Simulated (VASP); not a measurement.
Band structure of CdSiP$_{2}$ (relaxed from the chalcopyrite structure, space group I-42d). All values below come from PBE GGA, VASP's PBE PAW potentials (set 64) (plane waves; VASP).

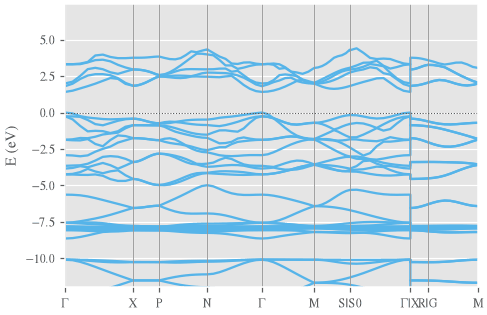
Figure: Bands along high-symmetry lines, zero at the valence-band maximum or, without a gap, the Fermi level

Read the plot: is there a gap, and where are the band edges?

The gap is direct, 1.41 eV, from the valence maximum at Γ to the conduction minimum at Γ. (Edges off the drawn lines would not show.)

The structure was generated: CdSiP2 was put into the chalcopyrite type (I-42d), which need not be its known phase. It was relaxed first, which changed the volume by +9 %.
